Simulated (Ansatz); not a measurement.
BH4OCl: several calculations on one system

### Relaxation

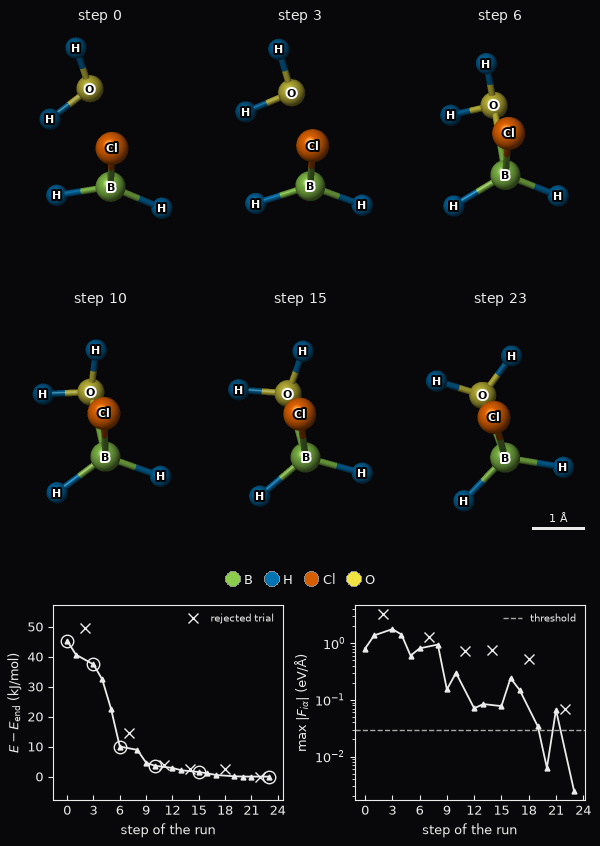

Frames of a relaxation of BH$_{4}$OCl, marked on the history of the run. The picture is a ball-and-stick view, seen from a free direction.

The run prepares an end point of a later path (reaction) calculation, from a guessed geometry.

Theory: Ansatz 0.2.0, RKS B3LYP/def2-mTZVP. Set-up: no spin polarisation; force threshold 0.03 eV/Å; at most 50 steps.

### What happens along the run?

The atom that moves furthest after the best rigid fit is an H atom (0.85 Å). By element the largest moves are H 0.85 Å, O 0.57 Å, Cl 0.52 Å, B 0.43 Å. Some distances before and after: B–O 2.603 → 1.675 Å, B–Cl 1.762 → 1.867 Å, H–O 0.984 → 0.974 Å, B–H 1.181 → 1.189 Å. New bonds form, among them: B–O (2.60 → 1.67 Å). Bond angles that change, for instance: Cl–B–H 119.1° → 112.9°, H–B–Cl 118.3° → 112.9°, H–B–H 122.3° → 119.6°. After 17 accepted moves (23 points after the start) the energy has fallen by 45.3 kJ/mol. Largest force component: 0.81 eV/Å at the start, 0.0024 eV/Å at the end. The line search rejected the trial steps at points 2, 7, 11, 14, 18, 22 of the run. The forces were under the threshold at step 20, but the run went on from there. From step 0 to 3: an H atom moves most (0.28 Å), energy −7.90 kJ/mol. From step 3 to 6: an H atom moves most (0.44 Å), energy −27.4 kJ/mol. From step 6 to 10: an H atom moves most (0.21 Å), energy −6.43 kJ/mol. From step 10 to 15: an H atom moves most (0.21 Å), energy −2.08 kJ/mol. From step 15 to 23: H atoms move most (0.32 Å), energy −1.54 kJ/mol.

### Relaxation

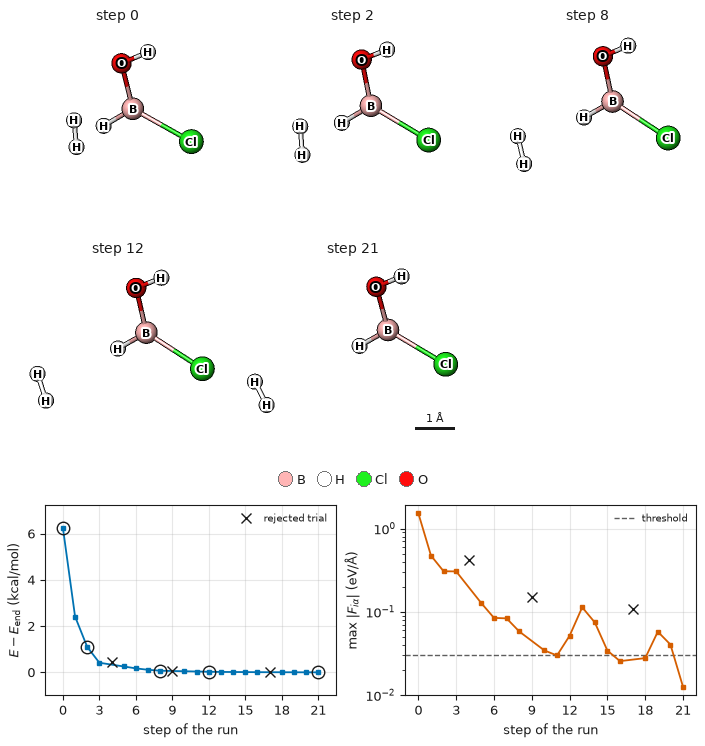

Frames of a relaxation of BH4OCl, marked on the history of the run. Style: ball-and-stick. Shown at a tilt.

The run prepares an end point of a later path (reaction) calculation, from a guessed geometry.

Level of theory: Ansatz, RKS B3LYP/def2-mTZVP. Set-up: no spin polarisation; force threshold 0.03 eV/Å; at most 50 steps.

Q: What happens along the run?

A: An H atom moves most after the best rigid fit: 1.88 Å. By element the largest moves are H 1.88 Å, B 0.77 Å, Cl 0.72 Å, O 0.72 Å. Some distances before and after: H–H 0.706 → 0.742 Å, B–O 1.373 → 1.343 Å, B–Cl 1.781 → 1.786 Å. Over 18 accepted moves (21 points after the start) the energy falls by 6.25 kcal/mol. Largest force component: 1.5 eV/Å at the start, 0.013 eV/Å at the end. The line search rejected the trial steps at points 4, 9, 17 of the run. The forces were under the threshold at step 11, but the run went on from there. From step 0 to 2: an H atom moves most (0.39 Å), energy −5.15 kcal/mol. From step 2 to 8: an H atom moves most (0.62 Å), energy −1.03 kcal/mol. From step 8 to 12: H atoms move most (0.34 Å), energy −0.05 kcal/mol. From step 12 to 21: H atoms move most (0.57 Å), energy −0.02 kcal/mol.

Limits of the set-up: the start holds two separate molecules, 2.2 Å apart at their closest, whose relative position is a soft coordinate and is computed without a dispersion correction.

### Path

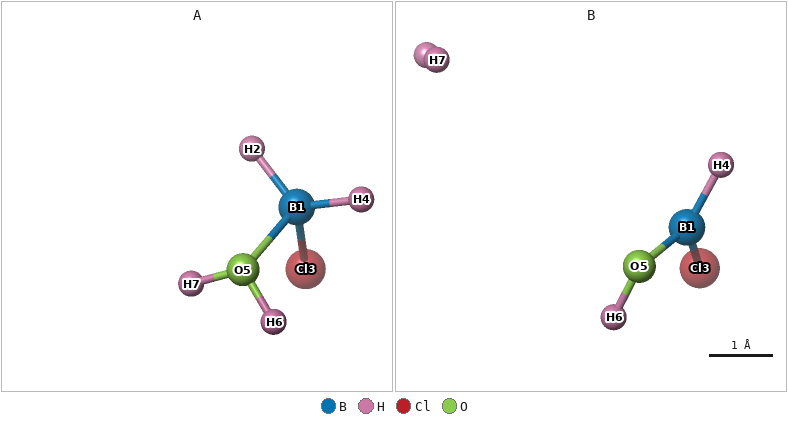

The two relaxed end points of a path for BH$_{4}$OCl. The picture is a ball-and-stick view, seen from a free direction.

The calculation used Ansatz 0.2.0, RKS B3LYP/def2-mTZVP.

Settings: 9 movable images; climbing image; force threshold 0.03 eV/Å; iteration limit 60.

Start:
```xyz
7

B    -0.0097    0.0151    0.1690
H    -0.3974   -0.7606    0.9825
Cl    1.7108   -0.3727   -0.4438
H    -0.7414    0.3698   -0.6986
O     0.2066    1.4134    1.0650
H     0.6142    2.0756    0.4791
H     0.8768    1.2236    1.7452
```

End:
```xyz
7

B     0.2823    0.8440   -0.9473
H    -0.0833   -1.0785    3.7020
Cl    1.7470    0.0328   -1.5685
H    -0.7735    0.3567   -1.1562
O     0.3656    1.9883   -0.2493
H     1.2664    2.3220   -0.1219
H    -0.5446   -0.5011    3.6397
```

Predict the minimum-energy path and its barrier.

Answer. The highest point, image 3, lies 31.0 kcal/mol above the start and 50.1 kcal/mol above the end; the end is at −19.0 kcal/mol relative to the start. Breaking: B1–H2 (1.19 → 1.35 at the top → 5.04 Å), O5–H7 (0.97 → 1.28 at the top → 4.71 Å). Forming: H2–H7 (2.48 → 1.03 at the top → 0.74 Å). The band converged in 18 iterations, with a climbing image at the top. At the top, the vibrational analysis gives one imaginary mode (1539i cm⁻¹), as a transition state must have.

Energies of the converged images:

| image | path (Å) | E (kcal/mol) |
| --- | --- | --- |
| 0 | 0.00 | 0.0 |
| 1 | 0.63 | 0.5 |
| 2 | 1.25 | 6.6 |
| 3 | 1.88 | 31.0 |
| 4 | 2.55 | -2.1 |
| 5 | 3.22 | -15.9 |
| 6 | 3.88 | -18.6 |
| 7 | 4.55 | -19.0 |
| 8 | 5.22 | -19.0 |
| 9 | 5.89 | -19.0 |
| 10 | 6.55 | -19.0 |

The geometry at the top of the path:

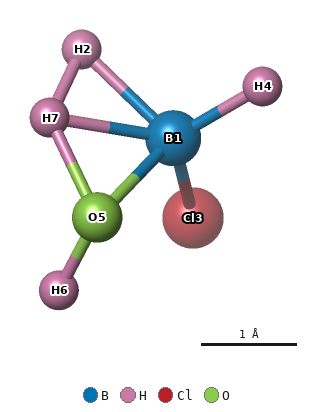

Cost: 5.1 min on 1 thread of Arm Neoverse V2, with other jobs on the host, peak memory 0.14 GiB.
